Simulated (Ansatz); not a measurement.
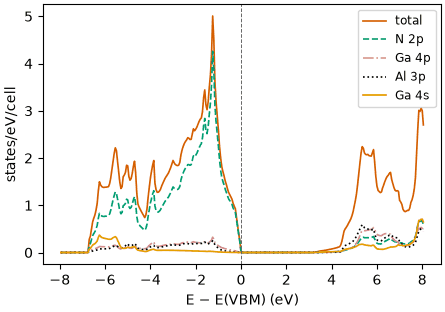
Fig. 1. Total and projected density of states of AlGaN₂ in space group P3m1 (No. 156; Al on 1a, Ga on 1c, N on 1c, N on 1a), the program Ansatz at the LDA level (PAW)

Question: Which orbitals carry the states next to the gap?

Answer: Top 1 eV of the valence band: N 2p 89 %. Bottom 1 eV of the conduction band: N 2s 41 %, Ga 4s 24 %, N 2p 13 %, Al 3s 9 %, Ga 4p 6 %. Projections are on Löwdin-orthogonalised atomic valence shells; empty p or d shells of many metals are not among them.

Question: Where is the tallest occupied peak in this window, and what makes it?

Answer: Near -1.2 eV, about 5.0 states/eV per cell; the largest projected share is N 2p.

The workflow started from a Materials Project entry (that database holds measured and hypothetical structures alike); the Crystallography Open Database copy checked does not list it. With Al and Ga taken as one species the cell has the higher symmetry P6_3mc, so it may be an ordered model of a mixed-site phase. Whether it is the stable phase at ambient conditions was not checked. Symmetry was held in the LDA relaxation; phonons on a q-mesh show no instability. Spin–orbit coupling is left out wherever it is not named.

Potentials: the later of the program's two PAW sets.
